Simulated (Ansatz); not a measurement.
Complex (SMILES): [SiH4] (SiH4) with N#CC, atoms 1 to 5 the first; geometry from B3LYP-D3(BJ)/def2-TZVP, monomers rigid:
```xyz
11

Si    -0.2782    -0.3110     0.5434
H      0.3703     0.3249    -0.6277
H      0.4858    -0.0047     1.7685
H     -1.6621     0.2034     0.6592
H     -0.3267    -1.7748     0.3228
C     -3.3733    -2.6798     1.4880
C     -2.5202    -2.2119     2.5677
N     -1.8380    -1.8349     3.4125
H     -4.2233    -3.2313     1.8900
H     -3.7418    -1.8307     0.9118
H     -2.8079    -3.3342     0.8241
```

Basis-set convergence of the counterpoise-corrected interaction energy at PBE with Ansatz (a first-principles code). Cartesian d functions, on some or all atoms, in 6-31+G*, 6-31G**, 6-311G**, 6-311+G**; all else is spherical. The program fits the integrals of some runs and decomposes those of others, by size. No added dispersion term, no relativity. Functions are those of the species that has most. Reference: the value in aug-pcseg-3, -0.49 kcal/mol. Deviations are taken from unrounded values.

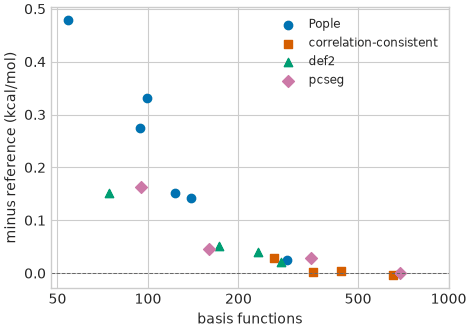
Figure. Deviation from the reference against the number of basis functions, by family of sets.

```csv
basis,functions,counterpoise-corrected interaction energy (kcal/mol),minus reference (kcal/mol)
3-21G,54,-0.01,0.48
def2-SV(P),74,-0.34,0.15
6-31+G*,94,-0.22,0.27
pcseg-1,95,-0.33,0.16
6-31G**,99,-0.16,0.33
6-311G**,123,-0.34,0.15
6-311+G**,139,-0.35,0.14
aug-pcseg-1,159,-0.44,0.05
def2-TZVP,172,-0.44,0.05
def2-TZVPP,233,-0.45,0.04
jun-cc-pV(T+d)Z,263,-0.46,0.03
def2-TZVPPD,278,-0.47,0.02
"6-311++G(3df,3pd)",290,-0.46,0.03
aug-pcseg-2,349,-0.46,0.03
aug-cc-pV(T+d)Z,354,-0.49,0.00
cc-pV(Q+d)Z,439,-0.49,0.00
aug-cc-pV(Q+d)Z,651,-0.49,0.00
aug-pcseg-3,687,-0.49,0.00
```
